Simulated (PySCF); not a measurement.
**What a change does: NMR shielding calculation on C$_{2}$H$_{3}$F$_{3}$**

System: C$_{2}$H$_{3}$F$_{3}$ (Ethane, 1,1,2-trifluoro).
Method of run 1: GIAO KT2/pcSseg-1 NMR shielding, non-relativistic, gas phase (PySCF 2.14.0).

The geometry comes from this level: GFN2-xTB. Text and figures count atoms from 1; the logs count them from 0 in places.

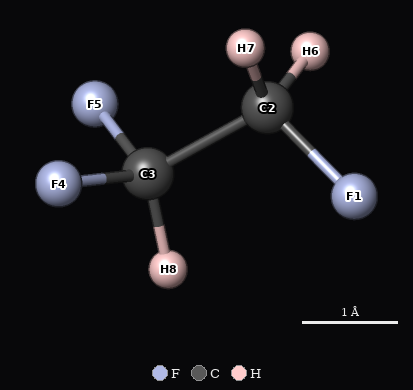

The structure as given in the input (ball-and-stick view, seen at a tilt; atoms are numbered from 1 in the order of the input).

## Input file, run 1
```
{"job": {"kind": "nmr", "xc": "KT2", "basis": "pcSseg-1", "pop": false}, "charge": 0, "multiplicity": 1}
F      1.553150    -0.607336    -0.658471
C      0.756624     0.182410     0.118656
C     -0.713390    -0.143568    -0.148417
F     -1.194100    -1.027512     0.752182
F     -1.465262     0.973519    -0.020034
H      0.955601     1.224356    -0.150907
H      1.012973    -0.007268     1.165354
H     -0.869366    -0.556950    -1.156624
```

The first line tells a small driver script what to run in PySCF; the rest is the geometry in Å.

Launched with:
```bash
OMP_NUM_THREADS=1 python <driver script> task.json out
```

Hardware: 1 CPU thread, shared host.

## Output (run 1)
```
coarse grid: 7296 points
cycle   1  E = -382.4036488391  dE =  6.019e-01  |g| = 9.883e-01  |ddm| = 2.266e+00
cycle   2  E = -382.0251585688  dE =  3.785e-01  |g| = 1.853e+00  |ddm| = 1.624e+00
cycle   3  E = -382.5438090871  dE = -5.187e-01  |g| = 1.032e-01  |ddm| = 1.150e+00
cycle   4  E = -382.5457630213  dE = -1.954e-03  |g| = 5.274e-02  |ddm| = 1.066e-01
cycle   5  E = -382.5463175201  dE = -5.545e-04  |g| = 1.543e-02  |ddm| = 3.841e-02
cycle   6  E = -382.5463515621  dE = -3.404e-05  |g| = 5.235e-03  |ddm| = 1.092e-02
cycle   7  E = -382.5463558981  dE = -4.336e-06  |g| = 8.519e-04  |ddm| = 3.586e-03
final grid: 73344 points
cycle   8  E = -382.6796860588  dE = -9.760e-05  |g| = 4.077e-02  |ddm| = 4.031e-02
cycle   9  E = -382.6790856795  dE =  6.004e-04  |g| = 7.428e-02  |ddm| = 5.717e-02
cycle  10  E = -382.6799300321  dE = -8.444e-04  |g| = 1.540e-03  |ddm| = 3.827e-02
cycle  11  E = -382.6799304519  dE = -4.198e-07  |g| = 5.893e-04  |ddm| = 1.204e-03
cycle  12  E = -382.6799305002  dE = -4.829e-08  |g| = 1.730e-04  |ddm| = 4.078e-04
cycle  13  E = -382.6799305051  dE = -4.883e-09  |g| = 3.468e-05  |ddm| = 1.350e-04
cycle  14  E = -382.6799305053  dE = -2.185e-10  |g| = 1.227e-05  |ddm| = 2.930e-05
converged SCF energy = -382.6799305053

GIAO shielding tensors (ppm)
atom      isotropic    diamagn.    paramagn.     s11        s22        s33       span
  0 F      418.772     471.587     -52.815    379.789    406.291    470.236     90.447
  1 C       96.038     245.095    -149.057     72.033     80.223    135.858     63.825
  2 C       61.392     240.476    -179.084     47.141     65.645     71.392     24.251
  3 F      289.056     473.330    -184.275    198.650    320.620    347.898    149.248
  4 F      297.383     473.042    -175.658    185.704    310.388    396.057    210.353
  5 H       26.630      28.554      -1.924     22.915     27.252     29.722      6.807
  6 H       26.572      28.243      -1.671     23.674     26.702     29.340      5.666
  7 H       25.074      27.869      -2.795     23.144     24.717     27.361      4.217
```

The input of run 2 differs as follows (lines with − go, lines with + come):
```diff
-F      1.553150    -0.607336    -0.658471
-C      0.756624     0.182410     0.118656
-C     -0.713390    -0.143568    -0.148417
-F     -1.194100    -1.027512     0.752182
-F     -1.465262     0.973519    -0.020034
-H      0.955601     1.224356    -0.150907
-H      1.012973    -0.007268     1.165354
-H     -0.869366    -0.556950    -1.156624
+F     -1.201369    -0.631077    -2.040771
+C     -0.834904    -1.027797    -0.782481
+C     -1.874781    -2.106726    -0.372524
+F     -1.228005    -3.271268    -0.170815
+F     -2.549262    -1.750064     0.679938
+H     -0.955080    -0.027902    -0.222944
+H      0.132154    -1.520150    -0.778731
+H     -2.605012    -2.232419    -1.247747
```

Predict how the results change.

With the same method and basis, run 2 lies 8.5 kcal/mol higher. The HOMO goes from −8.03 to −7.76 eV. The LUMO goes from 0.45 to 0.32 eV. The dipole moment goes from 0.94 to 0.72 D. Of all shieldings, the largest change is that of F1, by −19.5 ppm. The number of SCF iterations is the same.

## Output (run 2)
```
coarse grid: 7296 points
cycle   1  E = -382.3933832429  dE =  6.312e-01  |g| = 9.848e-01  |ddm| = 2.263e+00
cycle   2  E = -382.0390069315  dE =  3.544e-01  |g| = 1.812e+00  |ddm| = 1.560e+00
cycle   3  E = -382.5307930314  dE = -4.918e-01  |g| = 1.098e-01  |ddm| = 1.103e+00
cycle   4  E = -382.5328275438  dE = -2.035e-03  |g| = 6.026e-02  |ddm| = 1.113e-01
cycle   5  E = -382.5334796401  dE = -6.521e-04  |g| = 1.527e-02  |ddm| = 3.978e-02
cycle   6  E = -382.5335164938  dE = -3.685e-05  |g| = 4.516e-03  |ddm| = 1.131e-02
cycle   7  E = -382.5335198820  dE = -3.388e-06  |g| = 7.680e-04  |ddm| = 3.074e-03
final grid: 73344 points
cycle   8  E = -382.6661476308  dE = -9.639e-05  |g| = 4.137e-02  |ddm| = 3.949e-02
cycle   9  E = -382.6655576355  dE =  5.900e-04  |g| = 7.409e-02  |ddm| = 5.642e-02
cycle  10  E = -382.6664002571  dE = -8.426e-04  |g| = 2.019e-03  |ddm| = 3.758e-02
cycle  11  E = -382.6664008776  dE = -6.205e-07  |g| = 6.914e-04  |ddm| = 1.407e-03
cycle  12  E = -382.6664009484  dE = -7.083e-08  |g| = 9.865e-05  |ddm| = 4.368e-04
cycle  13  E = -382.6664009498  dE = -1.417e-09  |g| = 3.783e-05  |ddm| = 9.260e-05
cycle  14  E = -382.6664009501  dE = -2.663e-10  |g| = 1.125e-05  |ddm| = 3.198e-05
converged SCF energy = -382.6664009501

GIAO shielding tensors (ppm)
atom      isotropic    diamagn.    paramagn.     s11        s22        s33       span
  0 F      399.225     470.751     -71.527    349.420    380.857    467.398    117.978
  1 C       87.719     245.736    -158.017     66.451     78.737    117.969     51.519
  2 C       58.895     240.389    -181.494     51.203     53.821     71.661     20.457
  3 F      286.653     471.755    -185.102    196.419    318.311    345.230    148.812
  4 F      300.402     473.046    -172.644    227.214    289.281    384.712    157.498
  5 H       24.931      29.178      -4.247     21.193     24.884     28.715      7.521
  6 H       26.563      30.249      -3.686     23.655     27.471     28.565      4.910
  7 H       24.480      25.060      -0.580     22.850     23.983     26.608      3.759
```

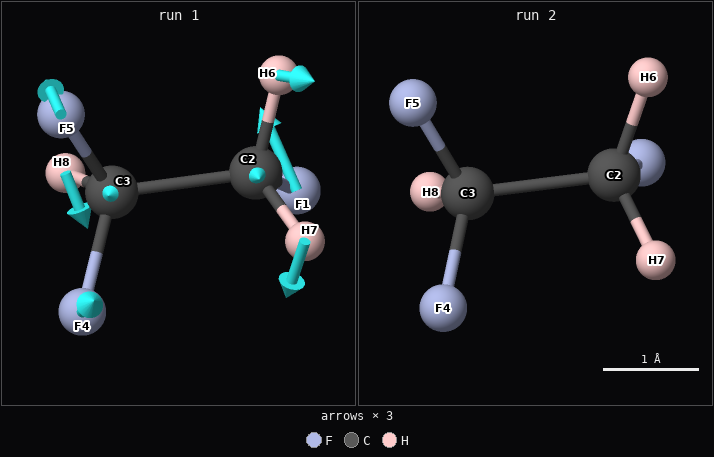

The two input geometries at one scale (ball-and-stick view, seen at a tilt). The teal arrows on the first give the shifts of the atoms after the best rigid fit, magnified 3 times. F1 moves most after the best rigid fit: 0.32 Å. Largest moves by element: F 0.32 Å, H 0.27 Å, C 0.06 Å. Among the contacts that change: C2–H6 1.094 → 1.152 Å, C3–F5 1.353 → 1.300 Å, C3–H8 1.101 → 1.147 Å, C2–C3 1.529 → 1.554 Å.

## The two runs side by side

| quantity | run 1 | run 2 |
| --- | --- | --- |
| outcome | converged | converged |
| total energy (hartree) | −382.679931 | −382.666401 |
| HOMO (eV) | −8.03 | −7.76 |
| LUMO (eV) | 0.45 | 0.32 |
| dipole moment (D) | 0.94 | 0.72 |
| shielding of F1 (ppm) | 418.8 | 399.2 |
| shielding of C2 (ppm) | 96.0 | 87.7 |
| shielding of C3 (ppm) | 61.4 | 58.9 |
| shielding of F4 (ppm) | 289.1 | 286.7 |
| shielding of F5 (ppm) | 297.4 | 300.4 |
| shielding of H6 (ppm) | 26.6 | 24.9 |
| shielding of H8 (ppm) | 25.1 | 24.5 |
| SCF iterations | 14 | 14 |
| basis functions | 100 | 100 |
| wall time (shared host) | 5.6 s | 5.3 s |
